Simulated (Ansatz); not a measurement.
# Pt (Fm-3m, 1 atom in the cell): relaxing the cell for a phonon run

Task: relax Pt (Fm-3m, 1 atom in the cell) tightly.

Method: DFT PBEsol, scalar-relativistic, plane waves, PAW, in Ansatz 0.2.0.

Experimental background.

“Crystal structure of Nd10.67Pt4O24, a new neodymium platinate” (2024, arxiv:2412.16732) reports for Pt, fcc, by powder X-ray diffraction, Rietveld (Pt in the cooled residue of the platinate partly decomposed at about 960 C): lattice constant a (a, cubic cell) 3.9227 ± 0.0002 Å [Pt in a mixed-phase decomposition product after thermogravimetry; sample displacement …].

### Step 1. The starting structure

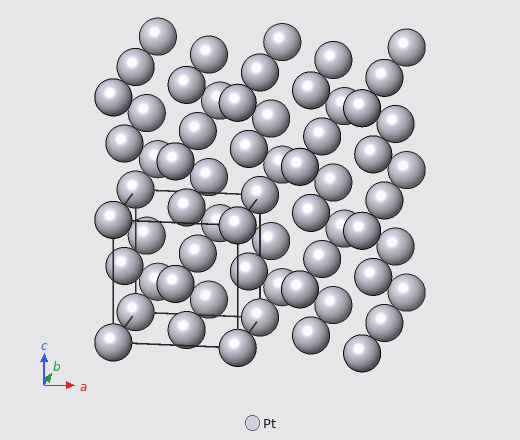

Start, viewed slightly off an axis; platinum light grey. 2×2×2 cells are drawn. This picture shows the conventional cell, with its axes. Some periodic images of atoms are drawn too.

### Step 2. Probe on a coarse mesh

First a cheap look: the gap decides the mesh and the occupations, the pressure tells how far the cell has to move.

input.yaml

```yaml
crystal:
  lattice:
    - [0.0, 1.9609, 1.9609]
    - [1.9609, 0.0, 1.9609]
    - [1.9609, 1.9609, 0.0]
  atoms:
    - { symbol: Pt, position: [0.0, 0.0, 0.0] }
kpoints:
  mp_grid: { grid: [8, 8, 8] }
hamiltonian:
  xc: pbesol
scf:
  occupations: { method: gaussian, width: 0.1 }
output:
  forces: true
  stress: true
  eigenvalues: true
```

Launch:

```bash
ansatz run input.yaml --threads 4 --pin off --max-ram 7168MiB --backend cpu --events-out ev --progress --plain --runs-dir out
```

Numbers of over 12 decimals in the logs are rounded to 6 here.

The log of the run:

```text
Engine: ansatz 0.2.0, aarch64-unknown-linux-gnu
Pseudopotentials: kind: paw
Pseudopotential: Pt, paw, valence charge 18, recommended cutoff 420 eV (normal), Pt.paw.azcp
Functional definition: PBEsol
  exchange = pbesol_x
  correlation = pbesol_c
Crystal: 1 atoms, lattice volume = 15.080 Å³
[...]
--- Band table (eV; the first three rows and the last of 29) ---
  k-point 0: bands = [... 5 lower, 19.3846, 19.3846, 19.3846, 21.5627, 21.5627, 37.7945, 42.7257, 42.7257]
  k-point 1: bands = [... 5 lower, 19.1412, 19.6052, 19.6052, 21.4612, 21.4612, 38.6801, 40.2758, 43.6538]
  k-point 2: bands = [... 5 lower, 19.0305, 19.7623, 19.7623, 21.7388, 21.7388, 36.4620, 39.5213, 45.7360]
  k-point 28: bands = [... 5 lower, 18.6148, 18.6148, 21.1838, 23.6939, 30.2868, 31.4506, 31.4506, 35.2223]
[key lines of the parts left out:]
SCF converged after 6 iterations
Free energy (F): -12383.812512 eV
Fermi energy:    23.163730 eV
P = ⅓ Tr σ = -1.4085 GPa (-14.085 kbar)
```

The job ended after 0.36 s (4 threads of Arm Neoverse V1, shared host; peak memory 0.25 GiB; 0.74 s of CPU time).

Numbers from this step:

| Item | Value |
| --- | --- |
| pressure | -1.408 GPa |
| volume per atom | 15.08 Å³ |
| gap on the k-mesh | 0 eV |

The coarse mesh shows no gap and a pressure of -1.4 GPa.

### Step 3. Bringing the structure to rest

Harmonic phonons are second derivatives at a point where the forces vanish, and they are wanted at zero stress, so atoms and cell are relaxed first.

input.yaml, the sections that differ from step 2:

```yaml
kpoints:
  mp_grid: { grid: [18, 18, 18] }
relax:
  adjacent_minimum: "off"
  f_tol: 0.005
  max_steps: 80
  cell: { stress_tol: 0.05 }
# crystal, hamiltonian, scf, output: as in step 2
```

The log of the run:

```text
[...]
Crystal: 1 atoms, lattice volume = 15.080 Å³
Basis set: ecut = 420 eV, 283 PW (Γ), exchange–correlation on 40×40×40 points (8 copies of the dense FFT grid, shifted against one another)
Bands: 13, of which v1, the nominal top of the filled ones, is band 9 counted from 1 (8 counted from 0)
Symmetry: 48 space group operations
[...]
k-points: 195 of 5832
[...]
SCF iter   1: F=—  HF=-12383.823259 eV  |F-HF|=—  |Δ(HF+E_count)|=         —  Δρ=6.89e-3  dr2=5.68e-3  ethr=1.77e-3  ⟨swp⟩=5.0  Hψ=14048  notcnv=0
[...]
SCF iter   6: F=-12383.821420 eV  HF=-12383.821420 eV  |F-HF|=7.28e-12  |Δ(HF+E_count)|=   1.55e-9  Δρ=5.70e-7  dr2=1.27e-11  ethr=4.27e-11  ⟨swp⟩=2.0  Hψ=7550  notcnv=0
SCF 1 converged in 6 iterations: F = -12383.821420 eV  dr2 = 1.27e-11
[...]
relax step   1: F+E_penalty+E_count = -12383.82141959 eV  Δ(F+E_penalty+E_count) = +0.000e0 eV  max|allowed force component| = 0.000e0 eV/Å  Δτ_max = 0.0000 Å  P = -0.820 GPa  Ω = 15.080 Å³  (6 SCF iters, dr2 threshold 1.00e-7 eV, accepted)
Crystal: 1 atoms, lattice volume = 14.959 Å³
[...]
iter 1 solved again at ethr=1.58e-7 eV; its pass at ethr=3.10e-3 eV (dr2=2.85e-5 eV) is discarded
[...]
SCF iter   4: F=-12383.821215 eV  HF=-12383.821215 eV  |F-HF|=8.29e-10  |Δ(HF+E_count)|=   6.79e-8  Δρ=6.28e-6  dr2=1.55e-9  ethr=5.56e-10  ⟨swp⟩=4.1  Hψ=8042  notcnv=0
SCF 2 converged in 4 iterations: F = -12383.821215 eV  dr2 = 1.55e-9
relax step   2: F+E_penalty+E_count = -12383.82121520 eV  Δ(F+E_penalty+E_count) = +2.044e-4 eV  max|allowed force component| = 0.000e0 eV/Å  Δτ_max = 0.0000 Å  P = +1.508 GPa  Ω = 14.959 Å³  energy of the carried Pulay correction = +4.800e-5 eV  (4 SCF iters, dr2 threshold 1.00e-7 eV, rejected (line search))
Crystal: 1 atoms, lattice volume = 15.037 Å³
[...]
SCF iter   6: F=-12383.821548 eV  HF=-12383.821548 eV  |F-HF|=3.64e-12  |Δ(HF+E_count)|=  3.64e-12  Δρ=1.10e-7  dr2=4.75e-13  ethr=1.00e-12  ⟨swp⟩=5.0  Hψ=9495  notcnv=0
SCF 3 converged in 6 iterations: F = -12383.821548 eV  dr2 = 4.75e-13
relax step   3: F+E_penalty+E_count = -12383.82154782 eV  Δ(F+E_penalty+E_count) = -1.282e-4 eV  max|allowed force component| = 0.000e0 eV/Å  Δτ_max = 0.0000 Å  P = -0.009 GPa  Ω = 15.037 Å³  energy of the carried Pulay correction = +1.695e-5 eV  (6 SCF iters, accepted)
[...]
SCF iter   4: F=-12383.821529 eV  HF=-12383.821529 eV  |F-HF|=1.82e-12  |Δ(HF+E_count)|=  1.09e-11  Δρ=1.80e-7  dr2=1.06e-12  ethr=1.00e-12  ⟨swp⟩=5.1  Hψ=9854  notcnv=0
SCF 4 converged in 4 iterations: F = -12383.821529 eV  dr2 = 1.06e-12
relax step   4: F+E_penalty+E_count = -12383.82152908 eV  Δ(F+E_penalty+E_count) = +1.875e-5 eV  max|allowed force component| = 0.000e0 eV/Å  Δτ_max = 0.0000 Å  P = -0.008 GPa  Ω = 15.037 Å³  stress off target by 8.04e-3 GPa  SCF on the basis re-selected at this cell (its energy is not comparable with the rows above)  (4 SCF iters)
basis re-selected at this cell: Δ(F+E_penalty+E_count) = +1.875e-5 eV, ΔP = +0.001 GPa vs the last step (what re-selecting the basis moved, of the pressure what is left beyond the Pulay correction that the steps carried, after the strain that the cell walked since its last selection, with what the two solves' SCF thresholds leave and, on support functions, any second-order correction that the steps lacked; it is no measure of the basis error at this ecutwfc). This SCF's stress stands 8.04e-3 GPa from its target on what of the cell is left free (relax.cell.stress_tol is 5.00e-2 GPa) and its largest allowed force component is 0.00e0 eV/Å (relax.f_tol is 5.00e-3 eV/Å): [rest of the remark cut]
SCF converged after 4 iterations
Free energy (F): -12383.821529 eV
[...]
Internal energy: -12383.810927 eV  (E = F + TS)
E sigma→0 (E₀):  -12383.816228 eV
Entropy (-TS):   -0.010602 eV (-10.602 meV/atom)
Fermi energy:    23.321715 eV
[...]
--- Stress (GPa, compression-positive) ---
       -0.008035      -0.000000      -0.000000
       -0.000000      -0.008035      -0.000000
       -0.000000      -0.000000      -0.008035
  P = ⅓ Tr σ = -0.0080 GPa (-0.080 kbar)
--- Band table (eV; the first three rows and the last of 195) ---
  k-point 0: bands = [... 5 lower, 19.4821, 19.4821, 19.4821, 21.6755, 21.6755, 37.8736, 42.8226, 42.8226]
  k-point 1: bands = [... 5 lower, 19.4253, 19.5325, 19.5325, 21.6468, 21.6468, 38.0683, 42.1547, 43.0131]
  k-point 2: bands = [... 5 lower, 19.2793, 19.6646, 19.6646, 21.5853, 21.5853, 38.5991, 40.7593, 43.5670]
  k-point 194: bands = [... 5 lower, 18.2754, 19.1761, 21.3745, 23.8203, 30.4397, 30.8529, 32.2239, 35.3475]
--- Relaxed structure (3 steps of the walk, 2 accepted, 1 SCFs on fresh bases) ---
  F+E_penalty+E_count = -12383.82152908 eV   max|allowed force component| = 0.000e0 eV/Å   (the final SCF, on the basis selected at the relaxed cell)
  cell:  # Å, volume = 15.0370 Å³
    - [0, 1.959040, 1.959040]
    - [1.959040, 0, 1.959040]
    - [1.959040, 1.959040, 0]
  atoms:
    - { symbol: Pt, position: [0.0, 0.0, 0.0] }
```

Run time: 3 s. Hardware: 4 threads; peak memory 0.32 GiB; 10 s of CPU time.

Little changed from the start: no atom moved by 0.005 Å and no cell edge by 0.1 %.

Numbers from this step:

```yaml
pressure: -0.008035 GPa
volume_per_atom: 15.04 Å³
```

In this step the volume went from 15.08 to 15.04 Å³/atom.

### Step 4. Relaxing to small forces for the phonons

Phonons need a cell at rest on their own settings, so the relaxation is repeated with tight tolerances on forces and stress on the k mesh and occupations of the first response run.

input.yaml

```yaml
crystal:
  lattice:
    - [0.0, 1.9590400303, 1.9590400303]
    - [1.9590400303, 0.0, 1.9590400303]
    - [1.9590400303, 1.9590400303, 0.0]
  atoms:
    - { symbol: Pt, position: [0.0, 0.0, 0.0] }
kpoints:
  mp_grid: { grid: [20, 20, 20] }
hamiltonian:
  xc: pbesol
scf:
  occupations: { method: methfessel_paxton, width: 0.2 }
output:
  forces: true
  stress: true
  eigenvalues: true
relax:
  adjacent_minimum: "off"
  f_tol: 0.001
  max_steps: 60
  cell: { stress_tol: 0.01 }
```

The log of the run:

```text
[...]
Crystal: 1 atoms, lattice volume = 15.037 Å³
Basis set: ecut = 420 eV, 283 PW (Γ), exchange–correlation on 40×40×40 points (8 copies of the dense FFT grid, shifted against one another)
Bands: 13, of which v1, the nominal top of the filled ones, is band 9 counted from 1 (8 counted from 0)
Symmetry: 48 space group operations
[...]
k-points: 256 of 8000
[...]
k-point 2: bands = [... 5 lower, 19.3216, 19.6430, 19.6430, 21.6081, 21.6081, 38.4788, 41.0699, 43.4375]
  k-point 255: bands = [... 5 lower, 18.7112, 18.7112, 21.2992, 23.8320, 30.4200, 31.5757, 31.5757, 35.3629]
--- Relaxed structure (3 steps of the walk, 2 accepted, 1 SCFs on fresh bases) ---
[...]
cell:  # Å, volume = 15.0336 Å³
    - [0.0, 1.958893, 1.958893]
    - [1.958893, 0, 1.958893]
    - [1.958893, 1.958893, 0]
  atoms:
    - { symbol: Pt, position: [0.0, 0.0, 0.0] }
[key lines of the parts left out:]
SCF converged after 5 iterations
Free energy (F): -12383.820776 eV
Fermi energy:    23.332903 eV
P = ⅓ Tr σ = -0.0001 GPa (-0.001 kbar)
```

Elapsed: 3.5 s, on 4 threads; peak memory 0.34 GiB.

Little changed from the start: no atom moved by 0.005 Å and no cell edge by 0.1 %.

This step gave:

```
pressure        : -9.36e-5 GPa
volume per atom : 15.03 Å³
```

The forces vanish by symmetry and the pressure is 0.000 GPa, within the tolerances set. The cell now holds 15.03 Å³/atom.

### Step 5. What came out

```json
{
 "space group after relaxation (within 0.01 Å)": "Fm-3m",
 "lattice constant a": "3.918 Å",
 "lattice constant b": "3.918 Å",
 "lattice constant c": "3.918 Å",
 "volume per atom": "15.0 Å³"
}
```

What this shows: The forces vanish by symmetry and the pressure is 0.000 GPa, within the tolerances set. The cell now holds 15.03 Å³/atom. The relaxation keeps the symmetry of its start, so it says nothing on stability against lower symmetry. Spin-orbit coupling is left out, which can matter for the heavy elements here.

Computed beside measured:

```
              quantity  measured     PBEsol, PAW
lattice constant a (Å)    3.9227  3.918 (-0.1 %)
```

Measured values from arxiv:2412.16732 (2024).

Verdict: The lattice constant a is off by -0.1 %: good agreement. The grades are ours: good and fair within 0.7 and 1.5 % for the lattice constant a. For lattice constants the calculation has a static lattice, without zero-point motion or thermal expansion.

[Logs are printed without paths, hosts, clocks, repeated set-up lines and the standing remarks that a program may print on its own settings, such as how far it seeks lower states.]

[Hosts, paths, dates, database ids (printed as entryN), source tags and the programs' standing remarks are cut or masked in the printed files.]
